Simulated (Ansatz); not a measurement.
Input file:

```
crystal:
  periodic: [false, false, false]
  atoms:
    - {symbol: Mo, position_ang: [1.228726, 0.455993, 0.704364]}
    - {symbol: Mo, position_ang: [-0.133265, 0.296836, -1.490933]}
    - {symbol: Mo, position_ang: [-1.329515, 0.654544, 0.364317]}
    - {symbol: Mo, position_ang: [0.234054, -1.407374, 0.422263]}
basis:
  gaussian: {orbitals: def2-TZVP, initial_orbitals: start.molden}
total_charge: 1
magnetization: {spin_polarized: true, initial_magnetization: 3}
hamiltonian: {xc: pbe0, dispersion: d4}
scf: {omitted_lower_state_checks: [starts]}
output: {orbitals: {seedname: orbitals}}
```

Run with:

```sh
ansatz run in.yaml --threads 4 --pin off --events-out ev --progress --plain --max-ram 3916MiB
```

Geometry: PBE-D4/def2-SVP; ⟨S²⟩ = 3.87, above the pure value of 3.75; core potentials replace the inner electrons of Mo.

Computed with UKS PBE0-D4/def2-TZVP in Ansatz.

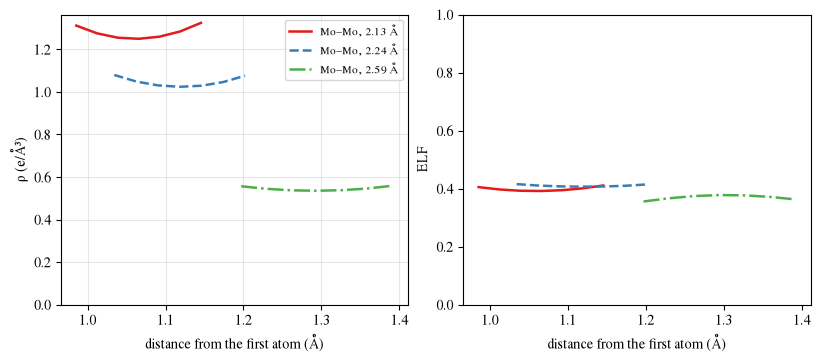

Mo$_{2}$···Mo$_{2}$ (charge +1, quartet). Electron density and electron localisation function along straight lines between neighbouring atoms. The curves leave out the atomic cores.

Question: Compare the contacts.

Answer: Mo–Mo (2.13 Å): ρ at the midpoint is about 1.2 e/Å³; the ELF is about 0.40 at the midpoint.
Mo–Mo (2.24 Å): ρ is about 1 e/Å³ halfway; the ELF is about 0.40 at the midpoint.
Mo2···Mo4 (2.59 Å): the density falls to about 0.54 e/Å³ on the way; the ELF is about 0.40 at the midpoint.
